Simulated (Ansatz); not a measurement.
**U-revPBE/6-31G run of BN (boron nitride)**

What is the electronic atomisation energy of BN (boron nitride) at U-revPBE/6-31G? 

The calculation is run with Ansatz 0.2.0.

69 further runs of the same task are left out: 69 set aside as unsound or not needed.

**1. Starting point**

BN: 2 atoms, total charge 0, spin state triplet. As SMILES, `B#N`. The coordinates come from a PBE0-D4/def2-TZVP relaxation.

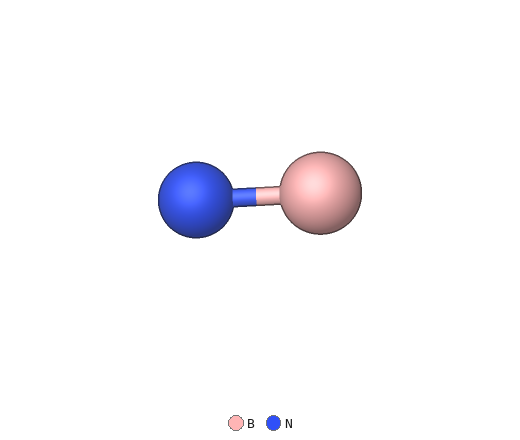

Viewed from a chosen angle; boron pink, nitrogen blue.

**2. A single-point energy at U-revPBE/6-31G**

molecule.yaml

```yaml
crystal:
  periodic: [false, false, false]
  atoms:
    - {symbol: B, position_ang: [-0.000000, -0.000000, -0.023520]}
    - {symbol: "N", position_ang: [0.000000, 0.000000, 1.291950]}
basis:
  gaussian: {orbitals: 6-31G}
magnetization: {spin_polarized: true, initial_magnetization: 2}
hamiltonian: {xc: {name: revPBE}}
accuracy: high
```

The run is started by

```console
$ ansatz run molecule.yaml --threads 1 --pin off --max-ram 3480MiB --events-out events.jsonl --progress --plain --runs-dir runs
```

Output:

```text
Warning: RAYON_NUM_THREADS=1 ignored (pool sized by the plan → 1); use --threads N
Functional definition: revPBE
  name "revPBE"
  parameter kappa = 1.245
  parameter beta = 0.06672455060314922
  exchange = pbe_x(kappa = kappa, mu = beta*pi^2/3)
  correlation = pbe_c(beta = beta)
417 factors; integrals over basis functions are off by at most 3.2e-9 eV
mean field evaluation 1: about -2155.1939 eV, gradient 3.1e1 eV
mean field evaluation 2: about -2104.2782 eV, gradient 8.6e1 eV
mean field evaluation 4: about -2159.8260 eV, gradient 2.0e0 eV
mean field evaluation 8: about -2159.8468 eV, gradient 1.3e-1 eV
mean field evaluation 16: about -2159.8469 eV, gradient 1.1e-6 eV
mean field evaluation 32: about -2158.2475 eV, gradient 6.1e0 eV
mean field -2159.84694135 eV, -79.3729110977 hartree, gradient 8.4e-9 eV, S^2 2.002118; 5 other end points of the search recorded, 0 dependent functions left out
reference -2159.84694359 eV, -79.3729111803 hartree; 7, 5 occupied and 11, 13 virtual orbitals, 417 factors
Total energy: -2159.84694359 eV, -79.3729111803 hartree
```

It took 1 s on 1 thread of Intel Xeon 6975P-C (Granite Rapids), shared host.

**3. The B atom, same level**

run.yaml

```yaml
basis:
  gaussian:
    orbitals: 6-31G
crystal:
  periodic: [false, false, false]
  atoms:
    - symbol: B
      position_ang: [0.000000, 0.000000, 0.000000]
magnetization:
  spin_polarized: true
  initial_magnetization: 1
hamiltonian:
  xc: {name: revPBE}
accuracy: high
```

The run is started by

```console
$ ansatz run run.yaml --threads 1 --pin off --max-ram 3480MiB --events-out events.jsonl --progress --plain --runs-dir runs
```

Output:

```text
Warning: RAYON_NUM_THREADS=1 ignored (pool sized by the plan → 1); use --threads N
Functional definition: revPBE
  name "revPBE"
  parameter kappa = 1.245
  parameter beta = 0.06672455060314922
  exchange = pbe_x(kappa = kappa, mu = beta*pi^2/3)
  correlation = pbe_c(beta = beta)
46 factors; integrals over basis functions are off by at most 3.4e-9 eV
mean field evaluation 1: about -670.5300 eV, gradient 1.2e0 eV
mean field evaluation 2: about -670.5424 eV, gradient 4.0e-1 eV
mean field evaluation 4: about -670.5434 eV, gradient 9.4e-3 eV
mean field evaluation 8: about -670.5434 eV, gradient 8.1e-6 eV
mean field evaluation 16: about -670.5434 eV, gradient 2.3e-8 eV
mean field -670.54340037 eV, -24.6420154528 hartree, gradient 3.1e-8 eV, S^2 0.750060; 1 other end points of the search recorded, 0 dependent functions left out
reference -670.54340258 eV, -24.6420155341 hartree; 3, 2 occupied and 6, 7 virtual orbitals, 46 factors
Total energy: -670.54340258 eV, -24.6420155341 hartree
```

Wall time 0.2 s (1 thread of Intel Xeon 6975P-C (Granite Rapids), shared host).

**4. The N atom**

molecule.yaml

```yaml
crystal:
  periodic: [false, false, false]
  atoms:
    - {symbol: "N", position_ang: [0.000000, 0.000000, 0.000000]}
basis:
  gaussian: {orbitals: 6-31G}
magnetization: {spin_polarized: true, initial_magnetization: 3}
hamiltonian: {xc: {name: revPBE}}
accuracy: high
```

The run is started by

```console
$ ansatz run molecule.yaml --threads 1 --pin off --max-ram 3480MiB --events-out events.jsonl --progress --plain --runs-dir runs
```

Output:

```text
Warning: RAYON_NUM_THREADS=1 ignored (pool sized by the plan → 1); use --threads N
Functional definition: revPBE
  name "revPBE"
  parameter kappa = 1.245
  parameter beta = 0.06672455060314922
  exchange = pbe_x(kappa = kappa, mu = beta*pi^2/3)
  correlation = pbe_c(beta = beta)
46 factors; integrals over basis functions are off by at most 2.3e-8 eV
mean field evaluation 1: about -1484.6506 eV, gradient 6.1e0 eV
mean field evaluation 2: about -1484.7444 eV, gradient 4.4e0 eV
mean field evaluation 4: about -1484.8457 eV, gradient 9.5e-3 eV
mean field evaluation 8: about -1484.8451 eV, gradient 3.2e-5 eV
mean field -1484.84510377 eV, -54.5670510995 hartree, gradient 6.0e-8 eV, S^2 3.751482; 0 other end points of the search recorded, 0 dependent functions left out
reference -1484.84510512 eV, -54.5670511489 hartree; 5, 2 occupied and 4, 7 virtual orbitals, 46 factors
Total energy: -1484.84510512 eV, -54.5670511489 hartree
```

Wall time 0.18 s (1 thread of Intel Xeon 6975P-C (Granite Rapids), shared host).

**5. Results**

Level: U-revPBE/6-31G.

```
                     quantity         value
       molecule: total energy  -79.37291 Eh
               molecule: ⟨S²⟩         2.002
         B atom: total energy  -24.64202 Eh
                 B atom: ⟨S²⟩         0.750
         N atom: total energy  -54.56705 Eh
                 N atom: ⟨S²⟩         3.751
electronic atomisation energy      4.458 eV
```

Taking the molecule apart into free atoms costs 4.46 eV (103 kcal/mol), before zero-point energy and without spin-orbit coupling. The basis has no polarisation functions, which makes bonds too weak.
